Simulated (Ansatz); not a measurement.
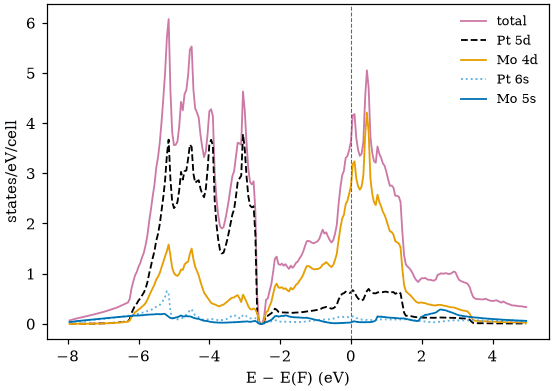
Total and projected density of states of MoPt (rock salt, Fm-3m), DFT-PBE in the program Ansatz with PAW potentials

Task: Which orbitals carry the states next to the Fermi level?

Result: Within 0.5 eV of the Fermi level: Mo 4d 77 %, Pt 5d 16 %. Projections are on Löwdin-orthogonalised atomic valence shells; empty p or d shells of many metals are not among them.

Task: Where is the tallest occupied peak in this window, and what makes it?

Result: Near -5.1 eV, about 6.1 states/eV per cell; the largest projected share is Pt 5d.

The start of the workflow was typed in or built on a structure type; neither database checked (COD, Materials Project) lists it. Whether it is the stable phase at ambient conditions was not checked. Symmetry was held in the PBE relaxation; whether a distortion lowers the energy is not shown. The run is not spin-polarised. The volume moved by 18 % from the start of the relaxation. Its formation energy is positive at this level, so the cell may be metastable or incomplete. Scalar-relativistic: spin–orbit coupling is off unless named, which matters more the heavier the elements.

Potentials: the earlier of the program's two PAW sets.
